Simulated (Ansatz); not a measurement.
The starting structures come from a database of crystals and need not be the phases stable at ambient conditions.

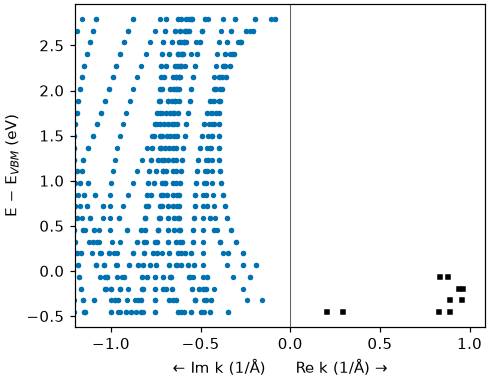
*Complex bands at the centre of the two-dimensional zone; r2SCAN in Ansatz (a program for electronic structure)*

The gap is the functional's own, uncorrected, and κ follows it; spin-orbit coupling is left out. Mid-gap values are interpolated between the computed energies.

**Question.** This is ScCuO2 (P6_3/mmc, not sure to be the ambient phase, 8 atoms a cell, 12.8 Å³ an atom) along the normal of (111). Read off the slowest decay at the centre of the two-dimensional zone at 1.24 eV, the computed energy nearest the middle of the gap.

**Answer.** κ ≈ 0.40 1/Å, a decay length 1/(2κ) of the density of 1.3 Å.
